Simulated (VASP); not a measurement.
Consider the following.

```yaml
crystal:
  lattice:
    - [0.00000, 1.97214, 1.97214]
    - [1.97214, 0.00000, 1.97214]
    - [1.97214, 1.97214, 0.00000]
  atoms:
    - { symbol: Pt, position: [0.00000, 0.00000, 0.00000] }
```

Method: TPSS meta-GGA, VASP's PBE PAW potentials (set 64) (plane waves; VASP 6.6.1). Run with 520 eV cut-off, 18×18×18 Γ-centred mesh, tetrahedra with Blöchl corrections, potentials Pt.

Unless said otherwise, spin-orbit coupling is left out, though it shifts the bands of the heavy elements here.

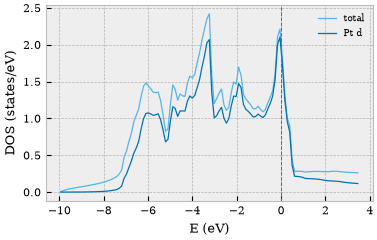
Figure: Total and projected density of states, zero at the Fermi level

Within 2 eV below the Fermi level the largest weight inside VASP's projection spheres is Pt d.

It has no gap at this level: it comes out as a metal or semimetal.

The compound is Pt in the fcc structure. It was relaxed first.
